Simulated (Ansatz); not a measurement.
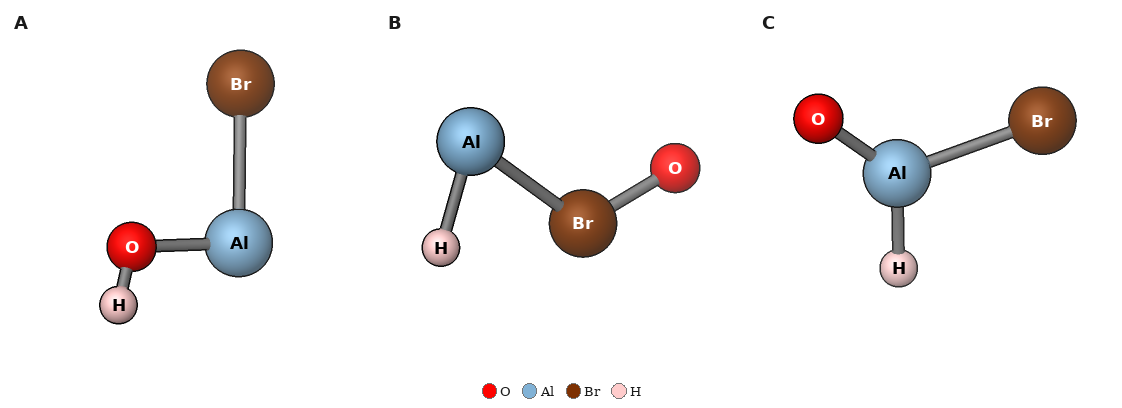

3 stationary structures of one formula. The species has charge −1 and is a spin singlet. Geometries: PBE-D4/def2-SVPD. Electronic energies: PBE-D4/def2-SVPD (Ansatz 0.2.0), without zero-point energy. No frequency run is at hand to confirm each as a minimum.

### Rank them by energy, lowest first.

A is lowest (Cs); C lies 39.8 kJ/mol above it (Cs), B lies 505.4 kJ/mol above it (Cs).
